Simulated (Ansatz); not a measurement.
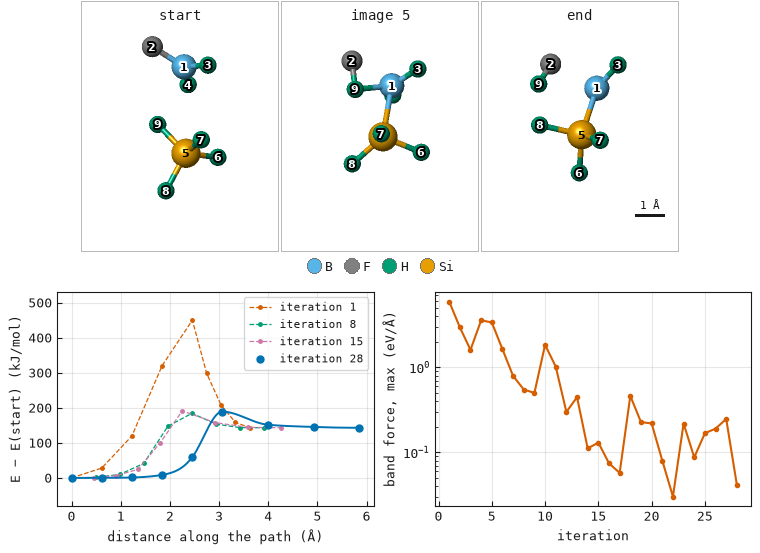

NEB run on BSiH$_{6}$F, made up at the start of BH₂F and SiH$_{4}$. Images are numbered from 0 (start) to 8 (end). The plot follows the band through its iterations. Style: ball-and-stick. Shown from a free direction.

Level of theory: Ansatz, RKS PBE0-D4/def2-SVP. Run with 7 movable images; climbing image; force threshold 0.05 eV/Å; iteration limit 60; starting path through a guess of the saddle point.

Question: How did the profile develop, and is the result final?

Answer: The result is final at these settings. The band converged in 28 iterations. The largest component of the band force went from 5.9 to 0.042 eV/Å. The climbing image converged on the top of the path. Its vibrational analysis gives one imaginary mode (1000i cm⁻¹), as a transition state must have. The first iteration put the highest image at 450.2 kJ/mol. The energy climbs by 189.2 kJ/mol to image 5 and then falls by 46.0 kJ/mol, so the end point sits at +143.2 kJ/mol.

Limits of the set-up: the start holds two separate molecules, 2.5 Å apart at their closest, whose relative position is a soft coordinate.

The run took 5.6 min on 1 thread of Intel(R) Xeon(R) Platinum 8488C (Sapphire Rapids), with other jobs on the host, peak memory 0.18 GiB.
